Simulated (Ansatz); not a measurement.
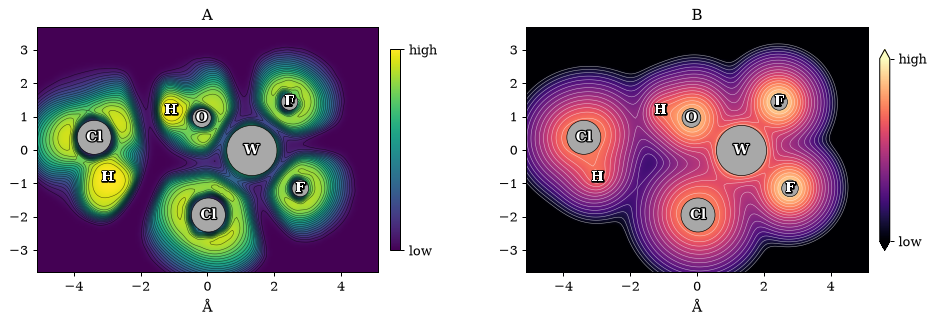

Cl3F2HOW···HCl: 2 fields on the plane of atoms O2, W1 and Cl4, with unlabelled colour scales. Grey discs cover the atomic cores.

Core potentials replace the inner electrons of W.

Level of theory: Ansatz, RHF/def2-SVP.

Match the panels to the quantities (electron density and electron localisation function).

Panel A: electron localisation function. Panel B: electron density. From the grid: Cl9···H3 (2.43 Å): the density falls to about 0.09 e/Å³ on the way; the ELF dips to about 0.05 between them; a closed-shell contact with the geometry of a hydrogen bond. W–O (1.79 Å): ρ is about 1.3 e/Å³ halfway; the ELF peaks at about 0.80 in the valence shell of O, 0.5 Å from its nucleus, and drops to about 0.25 between the two atoms.
